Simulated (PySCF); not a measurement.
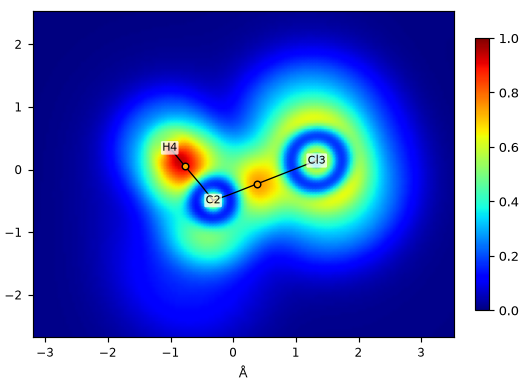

*CH2Cl2, SMILES `ClCCl`. Localised orbital locator (LOL) in the plane of C2, Cl3 and H4, with bond paths and bond critical points (dots).*

Computed with PySCF, B3LYP/def2-SVPD, geometry: GFN2-xTB. No frequency check shows the geometry to be a minimum. GFN2-xTB bond lengths at metals and heavier atoms can be off by up to 0.1 Å and shapes distorted, which carries into these values.

Coordinates in Å:

```
Cl1      1.4619   -0.2195    0.0000
C2      -0.0000    0.7810    0.0000
Cl3     -1.4619   -0.2195    0.0000
H4       0.0000    1.3893    0.9030
H5      -0.0000    1.3893   -0.9030
```

### What values does LOL take at the bond critical points in this plane?

C2–H4: about 0.92; C2–Cl3: about 0.74. Values above 0.5 mark slow, localised electrons, as in shared pairs; low values at a critical point mark a polar or closed-shell contact whose critical point lies between the shells.

### Where along C2–H4 does the critical point lie?

0.72 Å from C2 and 0.37 Å from H4.
